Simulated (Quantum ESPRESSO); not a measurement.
# 2H-MoTe2, 2 layers, AA' stacking: a series in biaxial strain, part 3 of 8

What law, if any, do the results for 2H-MoTe2, 2 layers, AA' stacking follow against biaxial strain?

Quantum ESPRESSO 7.5; plane-wave DFT, PBE, GBRV ultrasoft pseudopotentials.

So far. Step 2 (Variable-cell relaxation of the reference):  The last row is no step: it is a fresh SCF in the final cell with a new plane-wave basis, +0 meV from the row before. Step 3 (Relaxing the ions, -4 %): The relaxation lowers the energy by 16 meV an atom.

### 4. SCF with pw.x, -4 %

The self-consistent run of this member.

Level of this step: plane-wave DFT, PBE, GBRV ultrasoft pseudopotentials (Quantum ESPRESSO 7.5).

File m0.scf.in:

```
&control
  prefix = 'm0.scf'
  outdir = './out'
  pseudo_dir = './pseudo'
  calculation = 'scf'
  tprnfor = .true.
/
&system
  ibrav = 0
  nat = 6
  ntyp = 2
  ecutwfc = 40
  ecutrho = 200
  occupations = 'smearing'
  smearing = 'fd'
  degauss = 0.002
  nbnd = 30
/
&electrons
  conv_thr = 1e-09
  mixing_beta = 0.4
  electron_maxstep = 120
  mixing_mode = 'plain'
/
ATOMIC_SPECIES
  Te  127.6000  te_pbe_v1.uspp.F.UPF
  Mo  95.9500  mo_pbe_v1.uspp.F.UPF
CELL_PARAMETERS angstrom
  3.37665497184000 0.00000000000000 0.00000000000000
  -1.68832748544000 2.92426898496000 0.00000000000000
  0.00000000000000 0.00000000000000 25.74820526100000
ATOMIC_POSITIONS crystal
  Te  0.333333333300 0.666666666700 0.290584592400
  Mo  0.000000000000 0.000000000000 0.363465909200
  Te  0.333333333300 0.666666666700 0.436472095100
  Te  0.000000000000 0.000000000000 0.563527904900
  Mo  0.333333333300 0.666666666700 0.636534090800
  Te  0.000000000000 0.000000000000 0.709415407600
K_POINTS automatic
  12 12 1 0 0 0
```

On the command line:

```console
OMP_NUM_THREADS=1 mpirun -n 4 pw.x -nk 4 -in m0.scf.in > m0.scf.out
```

The log of the run:

```text
[banner, memory and clock lines left out]
Program PWSCF v.7.5 starts
[citation notice left out]

[...]
Message from routine setup:
[...]
bravais-lattice index     =            0
     lattice parameter (alat)  =       6.3810  a.u.
     unit-cell volume          =    1715.7246 (a.u.)^3
     number of atoms/cell      =            6
     number of atomic types    =            2
     number of electrons       =        52.00
     number of Kohn-Sham states=           30
     kinetic-energy cutoff     =      40.0000  Ry
     charge density cutoff     =     200.0000  Ry
     scf convergence threshold =      1.0E-09
     mixing beta               =       0.4000
     number of iterations used =            8  plain     mixing
     Exchange-correlation= SLA  PW   PBE  PBE
                           (   1   4   3   4   0   0   0)

[...]
PseudoPot. # 1 for Te read from file:
     ./pseudo/te_pbe_v1.uspp.F.UPF
     Pseudo is Ultrasoft + core correction, Zval =  6.0
     Generated by new atomic code, or converted to UPF format
     Using radial grid of  891 points,  5 beta functions with:
                l(1) =   0
                l(2) =   0
                l(3) =   1
                l(4) =   1
                l(5) =   2
     Q(r) pseudized with  6 coefficients,  rinner =    1.800   1.800   1.800
                                                       1.800   1.800

     PseudoPot. # 2 for Mo read from file:
     ./pseudo/mo_pbe_v1.uspp.F.UPF
     Pseudo is Ultrasoft + core correction, Zval = 14.0
     Generated by new atomic code, or converted to UPF format
     Using radial grid of  889 points,  6 beta functions with:
                l(1) =   0
                l(2) =   0
                l(3) =   1
                l(4) =   1
                l(5) =   2
                l(6) =   2
     Q(r) pseudized with  6 coefficients,  rinner =    1.000   1.000   1.000
                                                       1.000   1.000

     atomic species   valence    mass     pseudopotential
     Te                6.00   127.60000     Te( 1.00)
     Mo               14.00    95.95000     Mo( 1.00)

     12 Sym. Ops., with inversion, found ( 6 have fractional translation)

[...]
number of k points=    19  Fermi-Dirac smearing, width (Ry)=  0.0020
[...]
Dense  grid:    82053 G-vectors     FFT dimensions: (  30,  30, 225)

     Smooth grid:    58497 G-vectors     FFT dimensions: (  27,  27, 200)

     Initial potential from superposition of free atoms

     starting charge      51.9970, renormalised to      52.0000

     negative rho (up, down):  2.572E-03 0.000E+00
     Starting wfcs are   42 randomized atomic wfcs

     per-process dynamical memory:    79.9 Mb

     Self-consistent Calculation

     iteration #  1     ecut=    40.00 Ry     beta= 0.40
     Davidson diagonalization with overlap
     ethr =  1.00E-02,  avg # of iterations =  2.0

     negative rho (up, down):  2.670E-03 0.000E+00

     total energy              =    -383.94432502 Ry
     estimated scf accuracy    <       1.64273695 Ry

     iteration #  2     ecut=    40.00 Ry     beta= 0.40
[...]
negative rho (up, down):  1.293E-03 0.000E+00

[...]
total energy              =    -383.98980871 Ry
     estimated scf accuracy    <       8.03704780 Ry

     iteration #  3     ecut=    40.00 Ry     beta= 0.40
[...]
negative rho (up, down):  1.358E-03 0.000E+00

[...]
total energy              =    -384.72083357 Ry
     estimated scf accuracy    <       0.18593728 Ry

     iteration #  4     ecut=    40.00 Ry     beta= 0.40
[...]
negative rho (up, down):  1.591E-03 0.000E+00

[...]
total energy              =    -384.74016786 Ry
     estimated scf accuracy    <       0.04431254 Ry

     iteration #  5     ecut=    40.00 Ry     beta= 0.40
[...]
negative rho (up, down):  2.074E-03 0.000E+00

[...]
total energy              =    -384.73943110 Ry
     estimated scf accuracy    <       0.03483494 Ry

     iteration #  6     ecut=    40.00 Ry     beta= 0.40
[...]
negative rho (up, down):  2.646E-03 0.000E+00

[...]
total energy              =    -384.73755183 Ry
     estimated scf accuracy    <       0.03002464 Ry

[...]
iteration # 16     ecut=    40.00 Ry     beta= 0.40
[...]
negative rho (up, down):  2.597E-03 0.000E+00

[...]
total energy              =    -384.74095018 Ry
     estimated scf accuracy    <       0.00000409 Ry

     iteration # 17     ecut=    40.00 Ry     beta= 0.40
[...]
negative rho (up, down):  2.597E-03 0.000E+00

[...]
total energy              =    -384.74095012 Ry
     estimated scf accuracy    <       0.00000215 Ry

     iteration # 18     ecut=    40.00 Ry     beta= 0.40
[...]
negative rho (up, down):  2.597E-03 0.000E+00

[...]
total energy              =    -384.74095023 Ry
     estimated scf accuracy    <       0.00000042 Ry

     iteration # 19     ecut=    40.00 Ry     beta= 0.40
[...]
negative rho (up, down):  2.596E-03 0.000E+00

[...]
End of self-consistent calculation

          k = 0.0000 0.0000 0.0000 (  7333 PWs)   bands (ev):

   -56.6571 -56.6571 -30.9040 -30.9040 -30.6330 -30.6330 -30.6330 -30.6330
    -9.3468  -9.1183  -8.5288  -8.2350  -1.8851  -1.1234   0.9102   2.1843
     2.6250   2.6250   2.6305   2.6305   2.8225   3.4204   3.4204   3.4378
     3.4378   3.6945   7.5015   7.5015   7.6058   7.6058

          k = 0.0000 0.0962 0.0000 (  7377 PWs)   bands (ev):

   -56.6560 -56.6560 -30.9012 -30.9012 -30.6464 -30.6464 -30.6362 -30.6362
    -9.2336  -9.0053  -8.4403  -8.1514  -1.7626  -1.0010   0.8844   2.0539
     2.3817   2.3919   2.7188   2.7275   2.8531   3.2730   3.2737   3.2946
     3.3683   3.7895   6.9810   7.0739   7.0963   7.1851

[...]
the Fermi energy is     4.5004 ev

!    total energy              =    -384.74095031 Ry
     estimated scf accuracy    <          5.2E-10 Ry
     smearing contrib. (-TS)   =      -0.00000003 Ry
     internal energy E=F+TS    =    -384.74095029 Ry

     The total energy is F=E-TS. E is the sum of the following terms:
     one-electron contribution =   -2054.25523843 Ry
     hartree contribution      =    1036.83174436 Ry
     xc contribution           =     -96.91404920 Ry
     ewald contribution        =     729.59659298 Ry

     convergence has been achieved in  19 iterations

     negative rho (up, down):  2.596E-03 0.000E+00

     Forces acting on atoms (cartesian axes, Ry/au):

     atom    1 type  1   force =     0.00000000    0.00000000   -0.00627302
     atom    2 type  2   force =     0.00000000    0.00000000   -0.00207718
     atom    3 type  1   force =     0.00000000    0.00000000    0.00039034
     atom    4 type  1   force =     0.00000000    0.00000000   -0.00039034
     atom    5 type  2   force =     0.00000000    0.00000000    0.00207718
     atom    6 type  1   force =     0.00000000   -0.00000000    0.00627302

     Total force =     0.009361     Total SCF correction =     0.000109

[...]
```

Run time: 44 s. Hardware: 4 MPI ranks of Arm Neoverse V2, shared host; peak memory 0.77 GiB.

This step gave:

- free energy: -5234.6673 eV
- valence top, on the run's zero: 4.188 eV
- conduction bottom, on the run's zero: 4.851 eV
- gap by band count: 0.6623 eV

### 5. Potential by pp.x, -4 %

plot_num = 11 writes the bare and Hartree potential, from which vacuum levels or, in a crystal, the mean potential are read.

File m0.pot.in:

```
&inputpp
  prefix = 'm0.scf'
  outdir = './out'
  filplot = 'm0.pot.dat'
  plot_num = 11
/
```

On the command line:

```console
OMP_NUM_THREADS=1 mpirun -n 4 pp.x -in m0.pot.in > m0.pot.out
```

The log of the run:

```text
[banner, memory and clock lines left out]
Program POST-PROC v.7.5 starts

          URL

     ./out/m0.scf.save/

     IMPORTANT: XC functional enforced from input :
     Exchange-correlation= PBE
                           (   1   4   3   4   0   0   0)
     Any further DFT definition will be discarded
     Please, verify this is what you really want

     negative rho (up, down):  2.596E-03 0.000E+00

     Calling punch_plot, plot_num =  11
     Writing data to file  m0.pot.dat
     Message from routine chdens:
     namelist plot not found or invalid, exiting
```

Wall time 0.93 s (4 MPI ranks); peak memory 0.1 GiB; 3.4 s of CPU time.

Read from the output:

```
slope of the potential above                                          : 3.14e-4 eV/Å
upper vacuum line continued to the top atoms, over the valence top    : 4.443 eV
slope of the potential below                                          : -1.81e-4 eV/Å
lower vacuum line continued to the bottom atoms, over the valence top : 4.444 eV
vacuum level at the upper face over the valence top of the mesh       : 4.445 eV
vacuum level at the lower face over the valence top of the mesh       : 4.445 eV
```

The potential energy, planar mean oscillates, so the rows of the table below give means over windows of 2 Å about each position, cut where the curve ends. Its maxima inside the range that stand out by 2 % of the span (Å: eV): 7.4: 23.0, 11.2: 23.1, 12.9: 3.06, 14.5: 23.1, 18.3: 23.0. Its minima: 6.5: 0.113, 9.4: -23.6, 12.1: 0.129, 13.6: 0.129, 16.4: -23.6, 19.2: 0.113.

Electrostatic potential energy of an electron; zero at the highest filled level of the SCF mesh. Table of potential energy, planar mean by z; means over each step:

```tsv
z (Å)	potential energy, planar mean (eV)
0	4.44
2	4.44
4	4.43
6	3.48
8	7.09
10	-7.50
12	8.95
14	10.5
16	-11.0
18	9.48
20	3.18
22	4.44
24	4.44
```

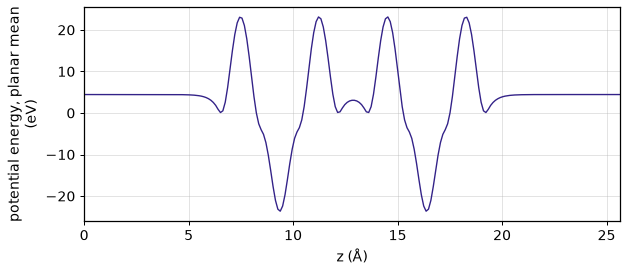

Potential energy, planar mean against z.

(Part 3 of 8 ends here.)

[Logs are printed without paths, hosts, clocks, repeated set-up lines and the standing remarks that a program may print on its own settings, such as how far it seeks lower states.]

[Hosts, paths, dates, database ids (printed as entryN), source tags and the programs' standing remarks are cut or masked in the printed files.]

[Maps of the electrostatic potential energy from Ansatz leave out the sawtooth potential of an applied field or a dipole correction, so their vacuum need not be flat; planar profiles and work functions include it.]
